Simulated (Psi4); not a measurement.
# NH3S (Thiohydroxylamine) at MP2/aug-pcseg-2 (density fitting, density fitting for correlation, sweep point 3)

Aim: the vertical electron affinity of NH3S (Thiohydroxylamine) at MP2/aug-pcseg-2 (density fitting, density fitting for correlation, sweep point 3), from 2 runs. 

The calculation is run with Psi4 1.11.

**1. Starting point**

NH3S: 5 atoms, total charge 0, spin state singlet. As SMILES, `NS`. The shape is that of a GFN2-xTB optimisation. This is one conformer, not always the lowest.

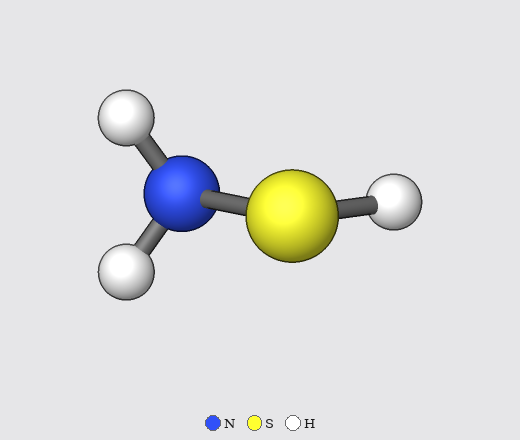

Viewed from a chosen angle; nitrogen blue, sulfur yellow, hydrogen white.

**2. The energy at MP2/aug-pcseg-2 (density fitting, density fitting for correlation, sweep point 3)**

input.in reads:

```
memory 1.6 GB

molecule m {
  N     -0.162760    -0.507400    -0.231700
  S      0.168270     0.954370     0.610330
  H      0.015040    -1.300690     0.375430
  H     -1.135990    -0.524720    -0.519210
  H      1.115440     1.378440    -0.234860
  units angstrom
  symmetry c1
}

set basis aug-pcseg-2
set puream true
set scf_type df
set num_frozen_docc 6

energy('mp2')
```

On the command line:

```sh
$ psi4 -n 1 input.in input.out
```

input.out:

```text
[...]
  Running in c1 symmetry.
[...]
  Nuclear repulsion =   57.857555781224306
[...]
  Multiplicity = 1
[...]
  Nalpha       = 13
  Nbeta        = 13
[...]
    Number of basis functions: 165
[...]
   @DF-RHF iter   1:  -453.66682149185777   -3.83916e-01   2.28894e-03 ADIIS/DIIS
[...]
   @DF-RHF iter  11:  -453.74095718714790   -6.11067e-11   6.90719e-09 DIIS
[...]
    Orbital Energies [Eh]
    ---------------------
    Doubly Occupied:
       1A    -91.926241     2A    -15.577348     3A     -8.964519
       4A     -6.647481     5A     -6.646442     6A     -6.645568
       7A     -1.192253     8A     -0.917951     9A     -0.677191
      10A     -0.588781    11A     -0.555879    12A     -0.408711
      13A     -0.368696
[...]
  @DF-RHF Final Energy:  -453.74095718714790
   => Energetics <=
    Nuclear Repulsion Energy =             57.8575557812243062
    One-Electron Energy =                -740.9629038244506773
    Two-Electron Energy =                 229.3643908560785007
    Total Energy =                       -453.7409571871478988
[...]
 Multipole Moments:
 ------------------------------------------------------------------------------------
     Multipole            Electronic (a.u.)      Nuclear  (a.u.)        Total (a.u.)
 ------------------------------------------------------------------------------------
 L = 1.  Multiply by 2.5417464519 to convert [e a0] to [Debye]
 Dipole X            :         -0.0355014           -0.1793958           -0.2148972
 Dipole Y            :          1.3712350           -1.7210766           -0.3498416
 Dipole Z            :          1.2318033           -1.2576994           -0.0258961
 Magnitude           :                                                    0.4113886
[...]
```

Run time: 1.6 s. Hardware: 1 thread of AMD EPYC 9R45 (Zen 5), shared host; peak memory 0.29 GiB.

**3. The doublet anion, same level**

job.dat reads:

```
memory 1.6 GB

molecule m {
  -1 2
  N     -0.162760    -0.507400    -0.231700
  S      0.168270     0.954370     0.610330
  H      0.015040    -1.300690     0.375430
  H     -1.135990    -0.524720    -0.519210
  H      1.115440     1.378440    -0.234860
  symmetry c1
}

set {
  reference       uhf
  puream          true
  scf_type        df
  num_frozen_docc 6
  maxiter         150
}

result, w = energy("mp2/aug-pcseg-2", return_wfn=True)
print_variables()
```

On the command line:

```sh
$ psi4 job.dat job.out -n 1
```

job.out:

```text
[...]
  Running in c1 symmetry.
[...]
  Nuclear repulsion =   57.857555781224306
[...]
  Multiplicity = 2
[...]
  Nalpha       = 14
  Nbeta        = 13
[...]
    Number of basis functions: 165
[...]
   @DF-UHF iter   1:  -453.47937161862455   -1.96466e-01   3.33142e-03 ADIIS/DIIS
[...]
   @DF-UHF iter  18:  -453.71690649793129   -8.85620e-11   9.84793e-09 DIIS
[...]
   @S^2 Observed:                7.502099385E-01
[...]
    Orbital Energies [Eh]
    ---------------------
    Alpha Occupied:
       1A    -91.806364     2A    -15.445725     3A     -8.844462
       4A     -6.527559     5A     -6.526484     6A     -6.525557
       7A     -1.063140     8A     -0.795729     9A     -0.544462
      10A     -0.464314    11A     -0.431663    12A     -0.281668
      13A     -0.247935    14A      0.022740
    Alpha Virtual:
      15A      0.106684    16A      0.113120    17A      0.135688
      18A      0.168358    19A      0.170194    20A      0.183064
      21A      0.198809    22A      0.214548    23A      0.218520
      24A      0.233776    25A      0.257604    26A      0.275686
[...]
  @DF-UHF Final Energy:  -453.71690649793129
   => Energetics <=
    Nuclear Repulsion Energy =             57.8575557812243062
    One-Electron Energy =                -744.1676659879117324
    Two-Electron Energy =                 232.5932037087561639
    Total Energy =                       -453.7169064979312907
  UHF NO Occupations:
  HONO-2 :   12  A 1.9999714
  HONO-1 :   13  A 1.9999656
[...]
 Multipole Moments:
 ------------------------------------------------------------------------------------
     Multipole            Electronic (a.u.)      Nuclear  (a.u.)        Total (a.u.)
 ------------------------------------------------------------------------------------
 L = 1.  Multiply by 2.5417464519 to convert [e a0] to [Debye]
 Dipole X            :          2.2509186           -0.1793958            2.0715227
 Dipole Y            :          5.4533985           -1.7210766            3.7323219
 Dipole Z            :          1.8340321           -1.2576994            0.5763327
 Magnitude           :                                                    4.3073881
[...]
```

Run time: 2.2 s. Hardware: 1 thread of AMD EPYC 9R45 (Zen 5), shared host; peak memory 0.29 GiB.

**4. What came out**

At MP2/aug-pcseg-2 (density fitting, density fitting for correlation, sweep point 3), 6 core orbitals frozen:

| quantity | value |
| --- | --- |
| singlet NH3S: total energy | -454.13855 Eh |
| singlet NH3S: HOMO energy (Hartree–Fock orbitals) | -10.03 eV |
| singlet NH3S: LUMO energy (Hartree–Fock orbitals) | 0.69 eV |
| singlet NH3S: HOMO–LUMO gap (Hartree–Fock orbitals) | 10.72 eV |
| singlet NH3S: correlation energy (6 core orbitals frozen) | -397.6 mEh |
| doublet anion: total energy | -454.12064 Eh |
| doublet anion: HOMO energy (Hartree–Fock orbitals) (highest over α and β) | 0.62 eV |
| doublet anion: LUMO energy (Hartree–Fock orbitals) (lowest over α and β) | 2.90 eV |
| doublet anion: correlation energy (6 core orbitals frozen) | -403.7 mEh |
| doublet anion: ⟨S²⟩ of the reference determinant | 0.750 |
| vertical electron affinity (to the doublet anion) | -0.487 eV |

**Reading.** The anion lies 0.49 eV (47.0 kJ/mol) above the neutral: the electron isn't bound at this level, and such a value depends on the basis. The HOMO (doublet anion) lies at positive energy, 0.62 eV: the electron is unbound at this level or held by a compact basis; values depend on the basis.
